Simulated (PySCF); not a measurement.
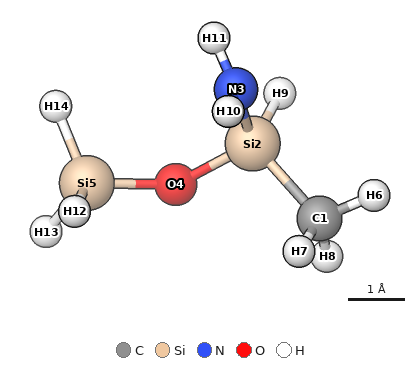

The input geometry of run 1 (ball-and-stick view, seen at a tilt; atoms are numbered from 1 in the order of the input).

**CH9NOSi2: one change and its effect**

System: CH9NOSi2.
Method of run 1: GIAO HF/pcSseg-1 NMR shielding, non-relativistic, gas phase (PySCF 2.14.0).

The geometry comes from this level: PBE0-D3(BJ)/def2-SVP. Text and figures count atoms from 1; the logs count them from 0 in places.

**Input, run 1**
```
{"job": {"kind": "nmr", "xc": "HF", "basis": "pcSseg-1", "pop": false}, "charge": 0, "multiplicity": 1}
C     -1.916108    -1.005650     0.203699
Si    -0.574131     0.007642     1.003191
N     -0.658121     1.634834     0.446521
O      0.888243    -0.726231     0.634703
Si     2.299365    -0.248225    -0.084807
H     -2.913624    -0.654367     0.507638
H     -1.846766    -0.941524    -0.894114
H     -1.816970    -2.065921     0.481340
H     -0.672565     0.045586     2.489334
H     -0.822427     1.867676    -0.525522
H     -0.213388     2.396594     0.943843
H      2.068478     0.173317    -1.502612
H      3.247165    -1.398478    -0.075467
H      2.923956     0.899836     0.644600
```

The first line tells a small driver script what to run in PySCF; the rest is the geometry in Å.

Launched with:
```bash
OMP_NUM_THREADS=1 python <driver script> task.json out
```

Hardware: 1 CPU thread, shared host.

**Output (run 1)**
```
final grid: 105608 points
cycle   1  E = -750.2626695616  dE =  2.096e-01  |g| = 6.159e-01  |ddm| = 3.135e+00
cycle   2  E = -750.3321456287  dE = -6.948e-02  |g| = 3.743e-01  |ddm| = 6.689e-01
cycle   3  E = -750.3571153367  dE = -2.497e-02  |g| = 6.727e-02  |ddm| = 2.622e-01
cycle   4  E = -750.3584996444  dE = -1.384e-03  |g| = 1.218e-02  |ddm| = 9.377e-02
cycle   5  E = -750.3585409480  dE = -4.130e-05  |g| = 3.625e-03  |ddm| = 1.657e-02
cycle   6  E = -750.3585449214  dE = -3.973e-06  |g| = 9.139e-04  |ddm| = 4.739e-03
cycle   7  E = -750.3585452734  dE = -3.520e-07  |g| = 2.110e-04  |ddm| = 1.572e-03
cycle   8  E = -750.3585453026  dE = -2.920e-08  |g| = 5.200e-05  |ddm| = 4.884e-04
cycle   9  E = -750.3585453046  dE = -2.003e-09  |g| = 1.312e-05  |ddm| = 1.268e-04
cycle  10  E = -750.3585453047  dE = -1.173e-10  |g| = 3.933e-06  |ddm| = 3.001e-05
converged SCF energy = -750.3585453047

GIAO shielding tensors (ppm)
atom      isotropic    diamagn.    paramagn.     s11        s22        s33       span
  0 C      191.095     255.139     -64.044    183.276    192.920    197.089     13.813
  1 Si     414.753     876.170    -461.418    392.741    405.466    446.051     53.310
  2 N      243.999     323.090     -79.091    227.953    234.624    269.421     41.469
  3 O      301.129     404.542    -103.414    276.332    286.544    340.511     64.179
  4 Si     441.712     874.942    -433.231    409.093    418.337    497.705     88.612
  5 H       31.634      29.260       2.374     27.031     28.520     39.352     12.321
  6 H       31.506      33.050      -1.544     27.409     29.589     37.519     10.111
  7 H       31.322      30.371       0.952     26.665     28.665     38.637     11.972
  8 H       27.480      29.136      -1.656     24.264     25.046     33.130      8.866
  9 H       30.796      33.705      -2.909     24.356     26.560     41.473     17.117
 10 H       30.558      31.617      -1.059     23.811     25.427     42.435     18.624
 11 H       27.299      30.282      -2.983     23.943     26.021     31.933      7.990
 12 H       27.293      28.533      -1.241     23.995     25.263     32.620      8.625
 13 H       27.267      29.226      -1.959     23.950     25.743     32.108      8.158
```

For run 2 the input was changed thus:
```diff
-"xc": "HF"
+"xc": "B3LYP"
```

How does run 2 compare with run 1?

The total energies belong to different methods, so their difference says nothing on which is more stable or more accurate. The HOMO goes from −11.28 to −7.31 eV. The LUMO goes from 3.63 to 0.33 eV. Of all shieldings, the largest change is that of Si2, by −55.3 ppm. The method changes from HF to B3LYP. The SCF takes 13 iterations against 10.

**Output (run 2)**
```
coarse grid: 12064 points
cycle   1  E = -752.4105264778  dE =  2.404e-01  |g| = 9.555e-01  |ddm| = 3.270e+00
cycle   2  E = -752.0650192134  dE =  3.455e-01  |g| = 1.624e+00  |ddm| = 2.037e+00
cycle   3  E = -752.5721814304  dE = -5.072e-01  |g| = 2.010e-01  |ddm| = 1.563e+00
cycle   4  E = -752.5795467471  dE = -7.365e-03  |g| = 6.997e-02  |ddm| = 1.863e-01
cycle   5  E = -752.5805217012  dE = -9.750e-04  |g| = 1.656e-02  |ddm| = 5.672e-02
cycle   6  E = -752.5805769131  dE = -5.521e-05  |g| = 4.734e-03  |ddm| = 1.606e-02
cycle   7  E = -752.5805822405  dE = -5.327e-06  |g| = 8.520e-04  |ddm| = 4.312e-03
final grid: 105608 points
cycle   8  E = -752.6175757818  dE = -9.923e-06  |g| = 6.453e-03  |ddm| = 1.305e-02
cycle   9  E = -752.6175656834  dE =  1.010e-05  |g| = 9.544e-03  |ddm| = 1.080e-02
cycle  10  E = -752.6175844172  dE = -1.873e-05  |g| = 1.166e-03  |ddm| = 6.728e-03
cycle  11  E = -752.6175846806  dE = -2.634e-07  |g| = 1.909e-04  |ddm| = 1.017e-03
cycle  12  E = -752.6175846869  dE = -6.315e-09  |g| = 4.882e-05  |ddm| = 1.606e-04
cycle  13  E = -752.6175846872  dE = -3.408e-10  |g| = 2.233e-05  |ddm| = 4.473e-05
converged SCF energy = -752.6175846872

GIAO shielding tensors (ppm)
atom      isotropic    diamagn.    paramagn.     s11        s22        s33       span
  0 C      179.890     254.097     -74.207    170.173    181.544    187.951     17.778
  1 Si     359.435     880.240    -520.805    331.021    354.541    392.743     61.722
  2 N      228.945     320.664     -91.719    212.147    214.114    260.574     48.426
  3 O      274.155     402.098    -127.943    232.831    260.805    328.828     95.997
  4 Si     388.881     878.614    -489.733    347.896    357.987    460.760    112.865
  5 H       31.361      29.031       2.330     27.174     28.604     38.306     11.132
  6 H       31.220      32.790      -1.570     27.612     29.561     36.488      8.876
  7 H       31.071      30.101       0.970     26.914     28.741     37.556     10.642
  8 H       26.688      29.164      -2.476     23.503     24.432     32.129      8.626
  9 H       30.594      33.704      -3.110     24.855     26.737     40.190     15.335
 10 H       30.324      31.592      -1.268     24.167     25.691     41.114     16.947
 11 H       26.507      30.396      -3.889     23.176     25.174     31.171      7.994
 12 H       26.632      28.434      -1.802     23.455     24.742     31.697      8.242
 13 H       26.497      29.202      -2.706     23.244     24.943     31.303      8.060
```

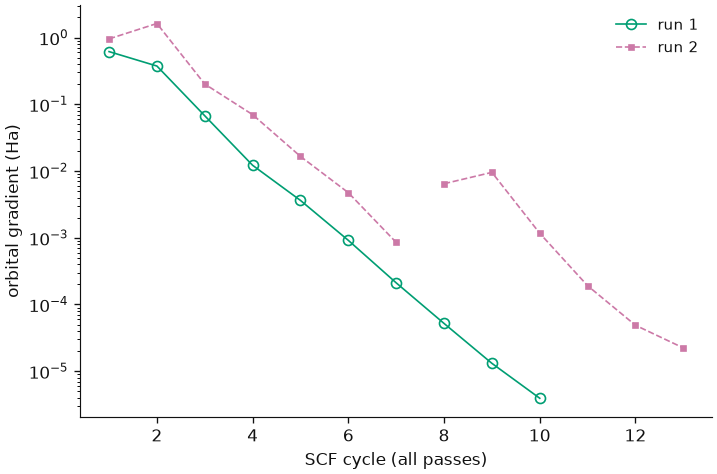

Convergence of the two runs: orbital gradient against the SCF cycle. A break in a curve parts two SCF passes (coarse and final grid). Run 1 takes 10 cycles in all, and run 2 takes 13.

**The two runs side by side**

| quantity | run 1 | run 2 |
| --- | --- | --- |
| outcome | converged | converged |
| total energy (hartree) | −750.358545 | −752.617585 |
| HOMO (eV) | −11.28 | −7.31 |
| LUMO (eV) | 3.63 | 0.33 |
| dipole moment (D) | 1.63 | 1.64 |
| shielding of C1 (ppm) | 191.1 | 179.9 |
| shielding of Si2 (ppm) | 414.8 | 359.4 |
| shielding of N3 (ppm) | 244.0 | 228.9 |
| shielding of O4 (ppm) | 301.1 | 274.2 |
| shielding of Si5 (ppm) | 441.7 | 388.9 |
| shielding of H9 (ppm) | 27.5 | 26.7 |
| shielding of H12 (ppm) | 27.3 | 26.5 |
| SCF iterations | 10 | 13 |
| basis functions | 144 | 144 |
| wall time (shared host) | 6.1 s | 12 s |
